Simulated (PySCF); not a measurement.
# C4H5F3OS (SMILES CSCC(=O)C(F)(F)F): what the fields show

The calculation's input:

```
{"job": {"xc": "WP04", "basis": "pcSseg-1", "solvent": "tetrahydrofuran", "kind": "nmr", "pop": true}, "charge": 0, "multiplicity": 1}
C      2.191731    -0.393868     0.224596
S      1.014721     0.873635     0.751284
C     -0.045651     0.953889    -0.747934
C     -0.783342    -0.303297    -0.460984
O     -0.450762    -1.400976    -0.836446
C     -1.982962    -0.169545     0.514990
F     -3.108336    -0.576389    -0.088137
F     -1.821314    -0.920500     1.607686
F     -2.202023     1.087095     0.927140
H      2.813227    -0.005318    -0.576856
H      2.799301    -0.629599     1.091841
H      1.646571    -1.279622    -0.099451
H     -0.636188     1.862772    -0.696822
H      0.564349     0.901248    -1.645785
```

Launched as:

```sh
OMP_NUM_THREADS=1 python ens_run.py task.json out
```

Geometry: GFN2-xTB.

These are results of WP04/pcSseg-1, SCF density, in a tetrahydrofuran solvent model, non-relativistic in PySCF, not measurements.

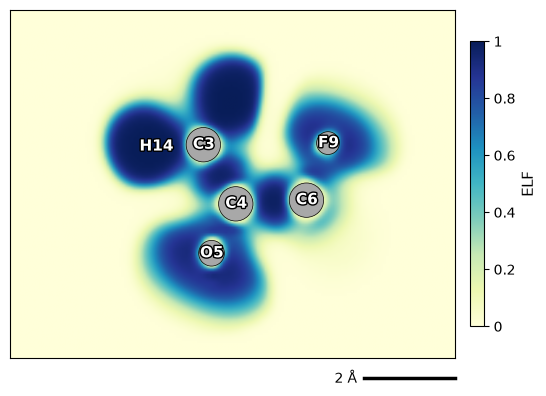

Figure 1. ELF on the plane of atoms O5, C4 and C6. Grey discs cover the atomic cores.

> Describe what can be read from this map.

- The plane passes through C, O, F and H nuclei.
- C–O (1.21 Å): the ELF peaks at about 0.85 between the atoms: a multiple bond.
- C–F (1.34 Å): the ELF peaks at about 0.85 between the atoms: a shared but strongly polarised pair.
- C–C (1.49 Å): the ELF peaks at about 0.95 between the atoms, as expected for a covalent bond.
- C–H (1.09 Å): the ELF climbs to about 1 towards the hydrogen, as it does in any bond to H; a covalent bond by its length.
- C–C (1.55 Å): the ELF peaks at about 1 between the atoms; localised, covalent bonding.
- The ELF also peaks beside O5 and F9, away from the bonds: lone-pair regions.

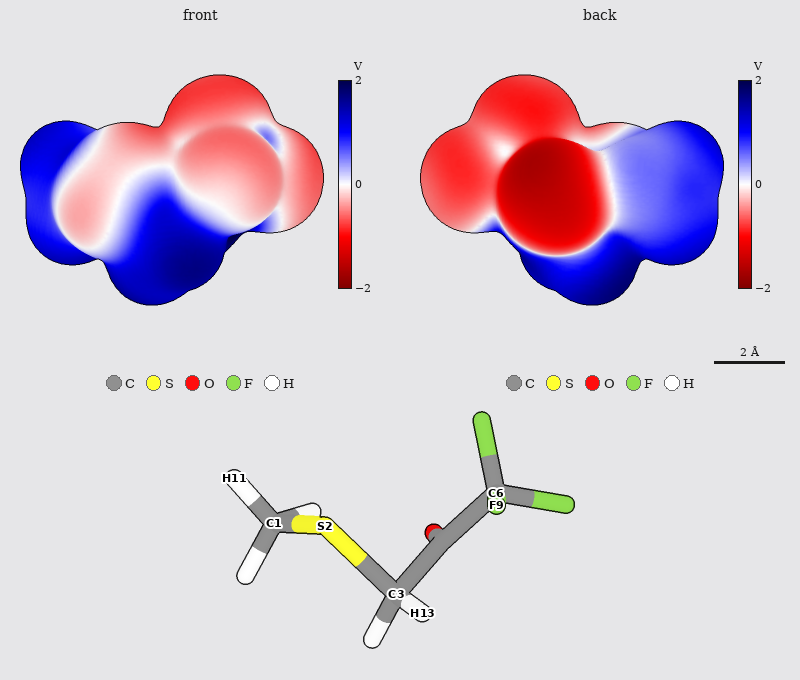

Figure 2. The electrostatic potential painted on the density surface at 0.002 e/bohr³, seen from the front and from behind; the colour scale runs from red (negative) to blue (positive). The bare structure is drawn below in the same view.

> Describe the electrostatic potential map.

The most negative region (about −1.6 V) lies over O5, the most positive (about +1.9 V) over the π face of C3, C4 and C6. O5 is the likeliest acceptor of a hydrogen bond.
